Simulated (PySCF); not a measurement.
# TaN2: quartet, from a bent start

Where does quartet TaN2 go from a bent start, is the end point a minimum, and what are its modes, charges and moments?

The runs use PySCF 2.14.0; PBE0, basis Ta def2-TZVP with ECP60, N def2-TZVP, scalar-relativistic core potentials, no spin–orbit coupling, density fitting.

### 1 The system as given

3 atoms, charge 0, spin multiplicity 4.

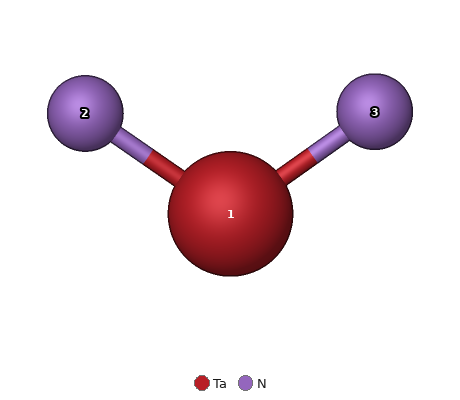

As it starts; tantalum red, nitrogen purple; atoms are numbered from 1 in the order of the file.

```xyz
3
charge 0 multiplicity 4
Ta    0.0000    0.0000    0.0000
N     1.5236    0.0000    1.0669
N    -1.5236    0.0000    1.0669
```

### 2 The SCF at the typed geometry

One driver script runs all steps and calls PySCF; scf.py shows how it sets up the SCF of each step. The optimiser is the driver's own. After this first run the driver tries any further starts and a stability analysis.

scf.py reads:

```python
from pyscf import gto, scf, dft
mol = gto.M(atom='''
Ta     0.000000     0.000000     0.000000
N      1.523600     0.000000     1.066900
N     -1.523600     0.000000     1.066900''',
    basis={'Ta': 'def2-TZVP', 'N': 'def2-TZVP'},
    ecp={'Ta': 'def2-TZVP'},
    charge=0, spin=3)
mf = dft.UKS(mol, xc='PBE0')
mf.grids.atom_grid = (50, 194)
aux = {'Ta': 'def2-universal-JKFIT', 'N': 'def2-universal-JKFIT'}
mf = mf.density_fit(auxbasis=aux)
mf.conv_tol = 1e-08
mf.diis_space = 10
mf.max_cycle = 60
mf.init_guess = 'minao'
mf.verbose = 4
mf.kernel()
```

Command:

```sh
OMP_NUM_THREADS=4 python axn.py task.json out
```

The program printed:

```text
init E= -146.755632328829
[... the frontier-level lines of each cycle are left out ...]
cycle= 1 E= -166.005604072682  delta_E= -19.2  |g|= 0.657  |ddm|= 5.24
cycle= 2 E= -165.496019176607  delta_E= 0.51  |g|= 1.12  |ddm|= 1.56
cycle= 3 E= -166.136756273296  delta_E= -0.641  |g|= 0.396  |ddm|= 1.14
cycle= 4 E= -166.209017140472  delta_E= -0.0723  |g|= 0.0512  |ddm|= 0.219
cycle= 5 E= -166.210767730067  delta_E= -0.00175  |g|= 0.0182  |ddm|= 0.0651
cycle= 6 E= -166.211070053593  delta_E= -0.000302  |g|= 0.00721  |ddm|= 0.0226
cycle= 7 E= -166.211229012992  delta_E= -0.000159  |g|= 0.00344  |ddm|= 0.0207
cycle= 8 E= -166.21132663026  delta_E= -9.76e-05  |g|= 0.0028  |ddm|= 0.0199
cycle= 9 E= -166.211379494222  delta_E= -5.29e-05  |g|= 0.00284  |ddm|= 0.0123
cycle= 10 E= -166.21144968168  delta_E= -7.02e-05  |g|= 0.00307  |ddm|= 0.0163
cycle= 11 E= -166.21131199968  delta_E= 0.000138  |g|= 0.00294  |ddm|= 0.0341
cycle= 12 E= -166.210992566897  delta_E= 0.000319  |g|= 0.00636  |ddm|= 0.118
cycle= 13 E= -166.211007508499  delta_E= -1.49e-05  |g|= 0.00534  |ddm|= 0.00671
cycle= 14 E= -166.211012401618  delta_E= -4.89e-06  |g|= 0.00492  |ddm|= 0.00169
cycle= 15 E= -166.210980783009  delta_E= 3.16e-05  |g|= 0.00582  |ddm|= 0.022
cycle= 16 E= -166.210963889578  delta_E= 1.69e-05  |g|= 0.00557  |ddm|= 0.0248
cycle= 17 E= -166.210958991614  delta_E= 4.9e-06  |g|= 0.00555  |ddm|= 0.0215
cycle= 18 E= -166.210966433024  delta_E= -7.44e-06  |g|= 0.00436  |ddm|= 0.00978
cycle= 19 E= -166.210981088581  delta_E= -1.47e-05  |g|= 0.0018  |ddm|= 0.0175
cycle= 20 E= -166.210978407265  delta_E= 2.68e-06  |g|= 0.000512  |ddm|= 0.0174
cycle= 21 E= -166.210977978783  delta_E= 4.28e-07  |g|= 0.000322  |ddm|= 0.0061
cycle= 22 E= -166.210978013971  delta_E= -3.52e-08  |g|= 1.17e-05  |ddm|= 0.00191
cycle= 23 E= -166.210978014866  delta_E= -8.95e-10  |g|= 9.18e-06  |ddm|= 0.000119
Extra cycle  E= -166.210978014895  delta_E= -2.9e-11  |g|= 1.92e-05  |ddm|= 3.21e-05
converged SCF energy = -166.210978014895  <S^2> = 3.8473646  2S+1 = 4.0483896
```

This step, with its further starts and checks, ran for 12 s (4 threads of Arm Neoverse V1, shared host).

The starts that the driver tried:

```csv
start,energy (Eh)
the minimal-basis guess,-166.210978
a thermally smeared density,-166.217519
a smeared PBE density,-166.217519
```

This is not the lowest solution: one lies 21.5 kJ/mol lower, at -166.21916 Eh, and the relaxation starts from that.

### 3 Bent start, quartet: relaxation

The program finds C2v symmetry in the start, which this walk keeps. The walk stops when the largest gradient is under 0.0003 Eh/bohr and the energy has settled too.

scf.py, as its differences from that of step 2:

```diff
@@ -3,3 +3,3 @@
-Ta     0.000000     0.000000     0.000000
-N      1.523600     0.000000     1.066900
-N     -1.523600     0.000000     1.066900''',
+Ta     0.000000     0.000000    -0.142997
+N      1.523600     0.000000     0.923903
+N     -1.523600     0.000000     0.923903''',
@@ -16 +15,0 @@
-mf.init_guess = 'minao'
```

Energy and gradient, step by step:

```csv
step,energy (Eh),change (kJ/mol),largest symmetric gradient (Eh/bohr)
0,-166.219161,0.00,0.02879
1,-166.222396,-8.49,0.00304
2,-166.222728,-9.37,0.00439
3,-166.222945,-9.94,0.00064
4,-166.222947,-9.94,0.00011
```

The walk took 7.7 s.

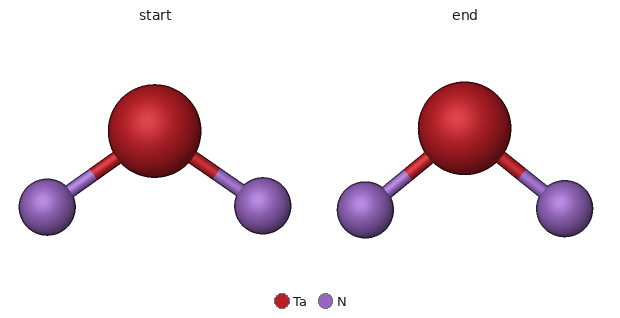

The geometry along the walk, at one scale.

It settles in C2v symmetry, 9.9 kJ/mol below the start, after 4 steps: Ta–N 1.815 Å (×2); N–Ta–N 101.8°. A gradient of 0.0603 Eh/bohr that breaks the symmetry is left: this electronic state wants a lower symmetry.

### 4 Relaxing without the symmetry constraint

The geometry is nudged along the force that breaks the symmetry.

The program finds Cs symmetry in the start, which may break. Threshold on the gradient: 0.0003 Eh/bohr, with a further test on the energy change.

scf.py, as its differences from that of step 3:

```diff
@@ -3,3 +3,3 @@
-Ta     0.000000     0.000000    -0.142997
-N      1.523600     0.000000     0.923903
-N     -1.523600     0.000000     0.923903''',
+Ta    -0.013403    -0.000000    -0.153366
+N      1.495573     0.000002     1.040901
+N     -1.322379    -0.000000     0.940901''',
```

Energy and gradient, step by step:

```csv
step,energy (Eh),change (kJ/mol),largest gradient (Eh/bohr)
0,-166.231835,0.00,0.01688
1,-166.232407,-1.50,0.00777
2,-166.232602,-2.01,0.00358
3,-166.232635,-2.10,0.00034
4,-166.232636,-2.10,0.00006
```

The walk took 7.7 s.

Geometry (Å) and forces (eV/Å) at some steps:

```
step 0
Ta  -0.013   0.000  -0.153  -0.266   0.000  -0.868
N    1.496   0.000   1.041   0.492   0.000   0.524
N   -1.322   0.000   0.941  -0.226   0.000   0.344
step 1
Ta  -0.019   0.000  -0.172  -0.399   0.000  -0.069
N    1.497   0.000   1.052   0.147   0.000   0.197
N   -1.318   0.000   0.949   0.252   0.000  -0.128
step 2
Ta  -0.027   0.000  -0.184  -0.184   0.000   0.077
N    1.492   0.000   1.060   0.019   0.000   0.041
N   -1.305   0.000   0.952   0.165   0.000  -0.118
step 3
Ta  -0.031   0.000  -0.189  -0.003   0.000   0.018
N    1.489   0.000   1.064  -0.010   0.000  -0.007
N   -1.298   0.000   0.953   0.012   0.000  -0.011
step 4
Ta  -0.031   0.000  -0.188   0.002   0.000   0.001
N    1.489   0.000   1.064  -0.003   0.000  -0.001
N   -1.298   0.000   0.953   0.001   0.000   0.000
```

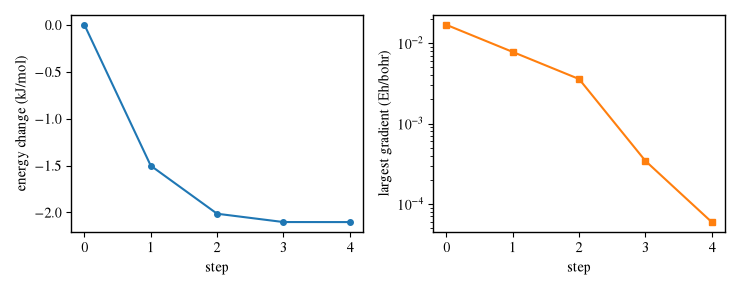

How energy and gradient fall.

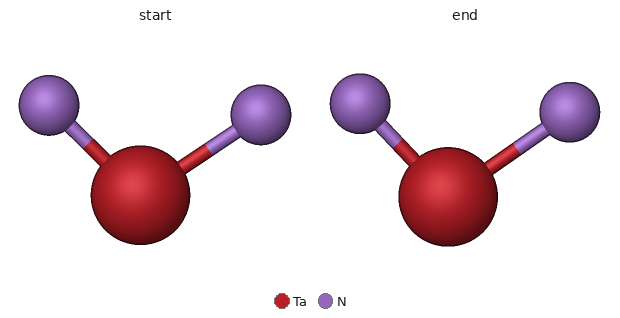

Start and end of the relaxation.

End point (Cs, 4 steps, 2.1 kJ/mol gained): Ta–N 1.705 Å, Ta–N 1.970 Å; N–Ta–N 98.5°.

### 5 Frequencies

The point is checked on the finer grid, and tightened if its gradient asks for it. The Hessian and the dipole derivatives come from central differences of analytic gradients, with steps of 0.02 bohr.

scf.py, as its differences from that of step 4:

```diff
@@ -3,3 +3,3 @@
-Ta    -0.013403    -0.000000    -0.153366
-N      1.495573     0.000002     1.040901
-N     -1.322379    -0.000000     0.940901''',
+Ta    -0.016687    -0.000000    -0.159082
+N      1.504761     0.000002     1.091395
+N     -1.285364    -0.000000     0.980319''',
@@ -10 +10 @@
-mf.grids.atom_grid = (50, 194)
+mf.grids.atom_grid = (75, 302)
@@ -13 +13 @@
-mf.conv_tol = 1e-08
+mf.conv_tol = 1e-10
```

This SCF starts from the last density.

SCF at the final geometry:

```text
init E= -166.232643352408
[... the frontier-level lines of each cycle are left out ...]
cycle= 1 E= -166.232643352386  delta_E= 2.18e-11  |g|= 7.36e-06  |ddm|= 5.29e-06
Extra cycle  E= -166.232643352071  delta_E= 3.15e-10  |g|= 2.73e-05  |ddm|= 1.72e-05
converged SCF energy = -166.232643352071  <S^2> = 3.7832889  2S+1 = 4.01661
```

The whole step took 37 s.

Geometry: Cs; Ta–N 1.705 Å, Ta–N 1.969 Å; N–Ta–N 98.7°.

Modes, for the most abundant isotopes:

```csv
symmetry,ω (cm⁻¹),IR (km/mol),type
a',218,9.7,bend
a',514,2.6,stretch
a',1017,49.9,stretch
```

No imaginary mode, so this is a minimum.

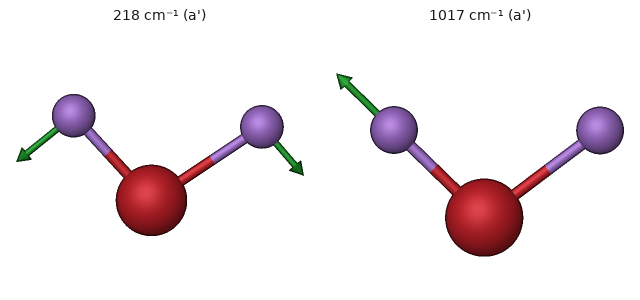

Displacements of 2 of the modes, as arrows (one member where a mode is degenerate).

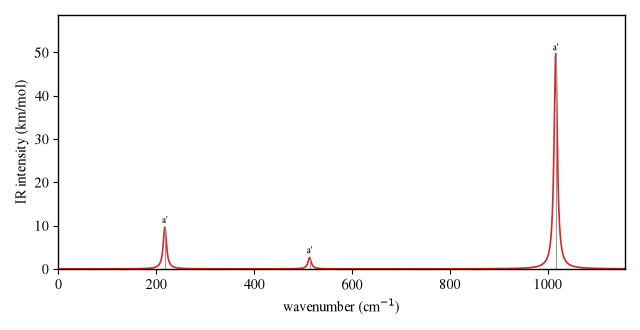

The harmonic infrared spectrum (widths in cm⁻¹). Lines are broadened to a width of 8 cm⁻¹ (Lorentzian).

Constants and moments:

```yaml
Dipole_moment: 5.25 D
Highest_occupied_level: -6.36 eV
Lowest_empty_level: -4.38 eV
Rotational_constants: 0.5085, 0.2986, 0.1881 cm⁻¹
Zero-point_energy: 10.5 kJ/mol
Principal_polarisabilities: 66.9, 70.1, 72.5 bohr³
Atomisation_energy_without_zero-point_energy: 847 kJ/mol
Principal_traceless_quadrupole_moments_about_the_centre_of_mass: -7.24, 1.66, 5.59 D Å
Entropy_at_298.15_K_and_1_bar_electronic_part_spin_only: 296.8 J/(mol K)
Heat_capacity_Cp_at_298.15_K: 47.5 J/(mol K)
Enthalpy_at_298.15_K_above_0_K: 11.97 kJ/mol
Rotational_symmetry_number: 1
Spin_squared_⟨S²⟩: 3.783
```

Charges (e) and bond orders:

| atom | Mulliken | Löwdin | polar tensor | spin (Mulliken) | Mayer order to Ta1 |
| --- | --- | --- | --- | --- | --- |
| Ta1 | 0.69 | 0.45 | 0.81 | 1.06 | – |
| N2 | -0.28 | -0.15 | -0.25 | 1.68 | 1.41 |
| N3 | -0.41 | -0.30 | -0.56 | 0.26 | 2.82 |

Mulliken populations on Ta1 (outside its core potential): s 2.81, p 6.23, d 3.21, f 0.07.

### 6 Outcome

```
                                          quantity                                     value
                                           minimum                               quartet, Cs
                                          geometry  Ta–N 1.705 Å, Ta–N 1.969 Å; N–Ta–N 98.7°
                                wavenumbers (cm⁻¹)             218 (a'), 514 (a'), 1017 (a')
                                     dipole moment                                    5.25 D
highest occupied, lowest empty level (either spin)                           -6.36, -4.38 eV
                        polar-tensor charge of Ta1                                   +0.81 e
                                 zero-point energy                               10.5 kJ/mol
                               entropy at 298.15 K                           296.8 J/(mol K)
         atomisation energy (no zero-point energy)                                847 kJ/mol
                                              ⟨S²⟩                                     3.783
```

In words: From C2v at the start the molecule goes to a Cs minimum. The strongest infrared band lies at 1017 cm⁻¹ (a', stretch). With 5.2 D the molecule is strongly polar. The first SCF alone would have been 21 kJ/mol too high. Other starts or spin states, not run here, may lie lower. Open d and f shells are described by one determinant, and the ground state may have another occupation or spin. Spin–orbit coupling, left out here, can matter for elements this heavy.

The search up to here ran for 64 s (4 threads of Arm Neoverse V1, shared host).
